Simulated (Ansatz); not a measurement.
# Calculations on B₂H₄S

Part 1: Relaxation

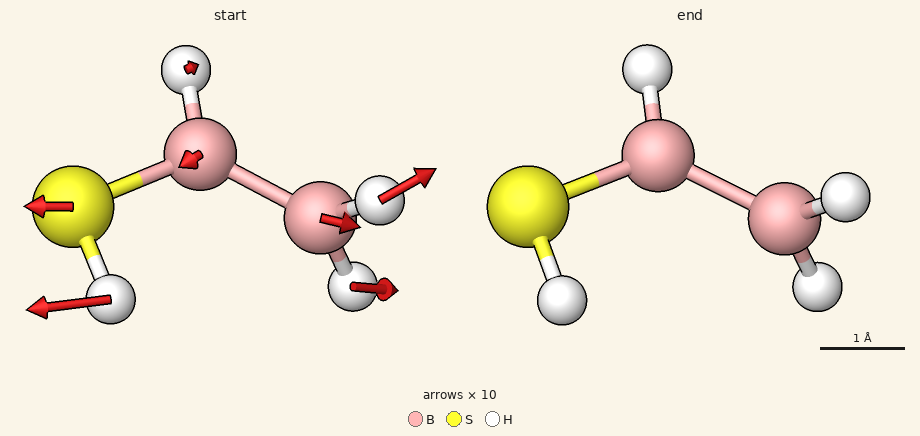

The structure of B₂H₄S before (left) and after (right) a relaxation, at one scale. The red arrows give the displacements, 10 times their true length.

Style: ball-and-stick. Shown at a tilt.

The run prepares an end point of a later path (torsion) calculation, from a guessed geometry.

Theory: RHF/def2-SVP in Ansatz 0.2.0. Settings: no spin polarisation; force threshold 0.015 eV/Å; at most 40 steps.

**Summarise the run.**

After 6 accepted moves (7 points after the start) the energy has fallen by 2.04 kcal/mol. Largest force component: 0.68 eV/Å at the start, 0.0058 eV/Å at the end. The line search rejected the trial step at point 4 of the run. The atom that moves furthest after the best rigid fit is an H atom (0.11 Å). By element the largest moves are H 0.11 Å, S 0.06 Å, B 0.05 Å. Among the contacts that change: B–B 1.630 → 1.693 Å, B–H 1.174 → 1.202 Å, B–S 1.776 → 1.797 Å. Bond angles that change, for instance: B–B–H 125.7° → 121.9°, B–B–S 122.6° → 125.2°, H–B–H 114.9° → 117.1°.

Part 2: Relaxation

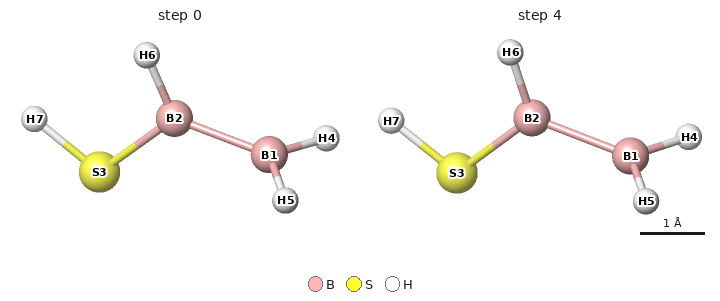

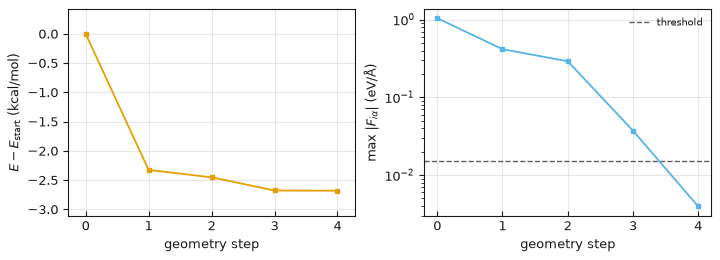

First and last geometry of a relaxation of B2H4S, with the history of the run. Style: ball-and-stick. Shown at a tilt.

The run prepares an end point of a later path (torsion) calculation, from a guessed geometry.

All numbers below come from RHF/def2-SVP (Ansatz). (no spin polarisation; force threshold 0.015 eV/Å; at most 40 steps)

Q: Did the run converge, and what did it change?

A: It converged. The largest move after the best rigid fit is that of H6, 0.089 Å. Largest moves by element: H 0.089 Å, S 0.052 Å, B 0.041 Å. Among the contacts that change: B1–B2 1.630 → 1.697 Å, B1–H4 1.174 → 1.202 Å, B2–H6 1.175 → 1.200 Å, B2–S3 1.776 → 1.798 Å. Among the angles between lasting bonds that change: S3–B2–H6 111.7° → 118.0°, B1–B2–H6 125.7° → 120.3°, H4–B1–H5 114.9° → 117.0°. The energy falls by 2.68 kcal/mol in 4 geometry steps. Largest force component: 1 eV/Å at the start, 0.004 eV/Å at the end. Cost: 2.7 s on 1 thread of Intel(R) Xeon(R) 6975P-C (Granite Rapids), with other jobs on the host, peak memory 0.12 GiB.

Part 3: Path

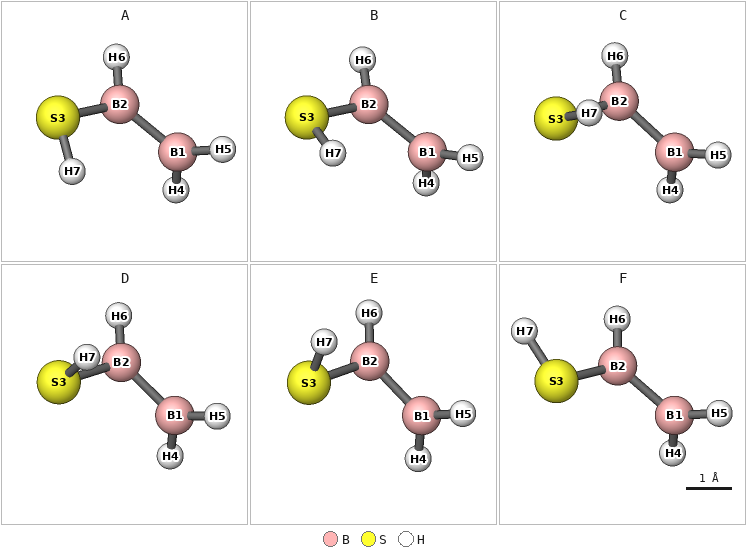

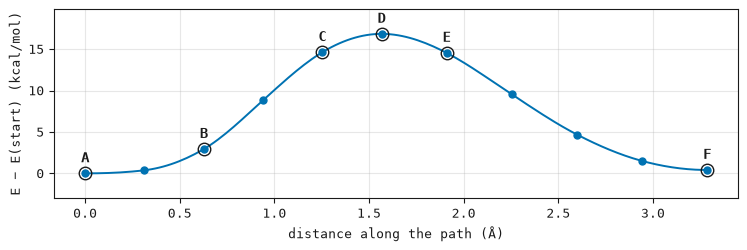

A nudged-elastic-band calculation for B2H4S. Images are numbered from 0 (start) to 10 (end). Frames A to F are images 0, 2, 4, 5, 6, 10. A ball-and-stick model, seen at a tilt.

These are results of RHF/def2-SVP in Ansatz, not measurements. Set-up: 9 movable images; climbing image; force threshold 0.03 eV/Å; iteration limit 60; starting path through a guess of the saddle point.

Question: Read off the barrier and say what moves.

Answer: The energy climbs by 16.8 kcal/mol to image 5 and then falls by 16.4 kcal/mol, so the end point sits at +0.4 kcal/mol. The motion is a rotation about the B2–S3 bond by about 180°. No bond forms or breaks between the ends. Among the angles between lasting bonds that change up to the highest image: B1–B2–S3 125.2° → 113.8°, B2–S3–H7 101.2° → 93.1°. The band is converged. At the top, the vibrational analysis gives one imaginary mode (543i cm⁻¹), as a transition state must have.

Cost: 45 s on 1 thread of Intel(R) Xeon(R) 6975P-C (Granite Rapids), on a shared host, peak memory 0.13 GiB.
